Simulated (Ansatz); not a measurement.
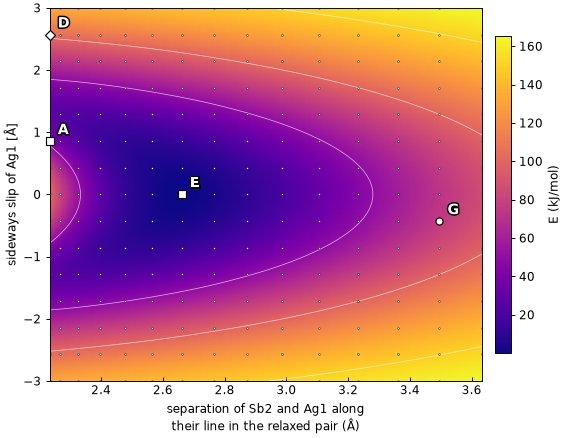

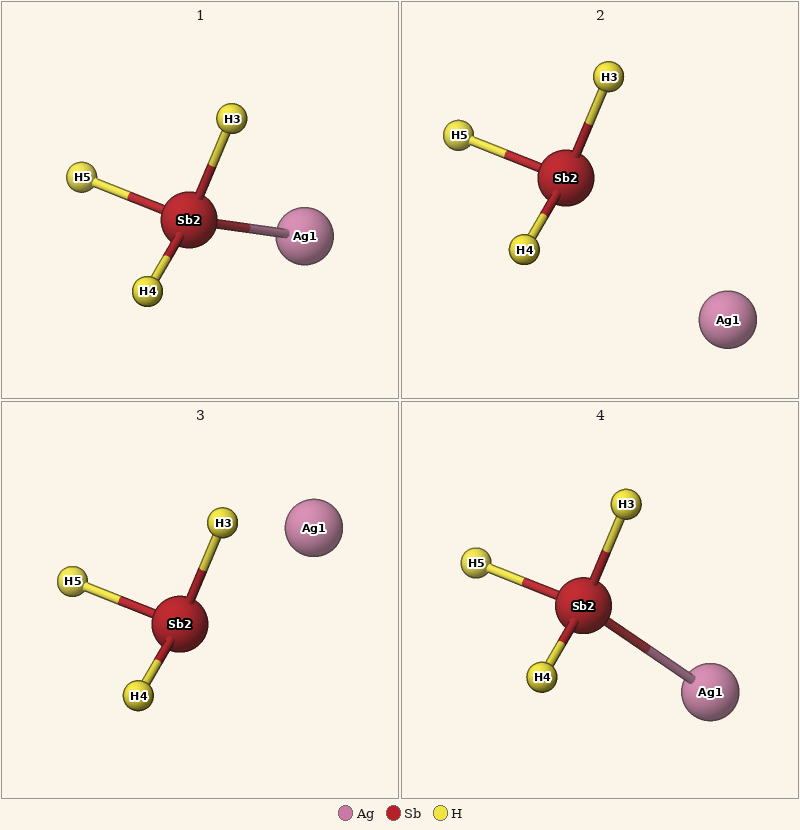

AgH₃Sb, charge +1. The first coordinate is: separation of Sb2 and Ag1 along their line in the relaxed pair; the second: sideways slip of Ag1. Nothing is relaxed (both partners rigid). Grid: 15 × 15 points. Points are written as (first, second). All energies are given in kJ/mol relative to the lowest grid point. Method: RKS PBE0-D4/def2-SVPD in Ansatz 0.2.0.

Drawn: a smooth colour map with a few white contour lines, dots at the grid points, lettered points. Between grid points the surface is interpolated. The numbered pictures are the structures at these points, in random order.

Which structure belongs to which point?

A is structure 1: (2.233 Å, 0.86 Å), 45 kJ/mol; D is structure 3: (2.233 Å, 2.57 Å), 104 kJ/mol; E is structure 4: (2.661 Å, 0.00 Å), 0 kJ/mol; G is structure 2: (3.495 Å, −0.43 Å), 76 kJ/mol.
